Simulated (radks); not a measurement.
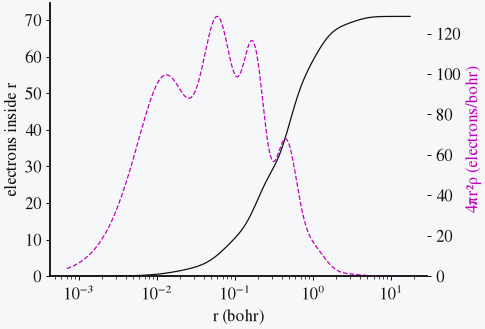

System: atomic lutetium (Lu), configuration [Xe] 4f14 5d1 6s2 (5d3/2: 1). Theory: Dirac Kohn-Sham, BLYP, spin-unpolarised, spherical densities, finite nucleus (computed with the in-house radial solver radks).

The plot shows the number of electrons inside radius r (solid) and the radial density 4πr²ρ (dashed).

Describe it and give its main numbers.

The count levels off at 71 electrons. Half of them lie within 0.409 bohr, 90 % within 1.39 bohr and 99 % within 4.27 bohr. The radial density has minima at 0.0258, 0.107 and 0.316 bohr, where the count stands at 2.0, 11.1 and 29.8; these part the shells that the density resolves.
